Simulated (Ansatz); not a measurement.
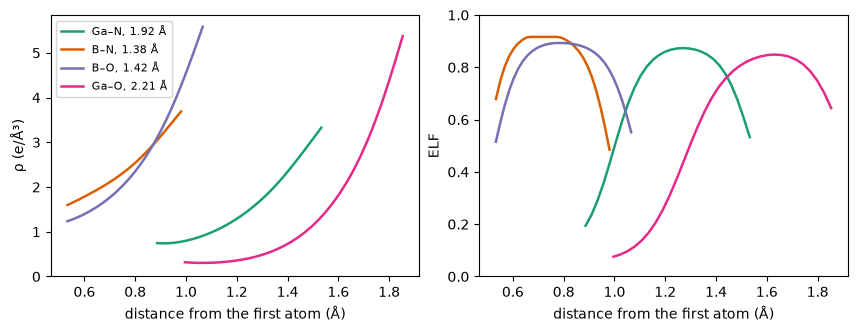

*BGaH$_{5}$NO. Total electron density and electron localisation function along straight lines between neighbouring atoms. The curves leave out the atomic cores.*

Geometry: PBE0-D4/def2-TZVP.

The calculation used Ansatz, RKS PBE0-D4/def2-TZVPP.

Input file:

```
crystal:
  periodic: [false, false, false]
  atoms:
    - {symbol: O, position_ang: [-0.746838, 0.927610, -0.306260]}
    - {symbol: B, position_ang: [0.342393, 0.928673, 0.606628]}
    - {symbol: N, position_ang: [0.877612, -0.338954, 0.618395]}
    - {symbol: Ga, position_ang: [-0.272439, -1.207404, -0.644027]}
    - {symbol: H, position_ang: [-1.253469, 1.724062, -0.456468]}
    - {symbol: H, position_ang: [0.643480, 1.921895, 1.200996]}
    - {symbol: H, position_ang: [1.659404, -0.635942, 1.171203]}
    - {symbol: H, position_ang: [-1.485750, -2.013733, -0.067756]}
    - {symbol: H, position_ang: [0.235607, -1.306208, -2.122710]}
basis:
  gaussian: {orbitals: def2-TZVPP}
hamiltonian: {xc: pbe0, dispersion: d4}
output: {orbitals: {seedname: orbitals}}
```

Launched as:

```sh
ansatz run in.yaml --threads 2 --pin off --events-out ev --progress --plain --max-ram 4352MiB
```

Compare the contacts.

Answer. Ga–N (1.92 Å): the density is about 0.76 e/Å³ at the midpoint; the ELF peaks at about 0.85 in the valence shell of N, 0.6 Å from its nucleus, and is about 0.35 at the midpoint.
B–N (1.38 Å): the density is about 2.1 e/Å³ at the midpoint; the ELF peaks at about 0.90 between the atoms; a polar covalent bond.
B–O (1.42 Å): the density is about 1.8 e/Å³ at the midpoint; the ELF peaks at about 0.90 between the atoms, as expected for a shared but strongly polarised pair.
Ga–O (2.21 Å): ρ at the midpoint is about 0.31 e/Å³; the ELF peaks at about 0.85 in the valence shell of O, 0.6 Å from its nucleus, and is about 0.15 at the midpoint.
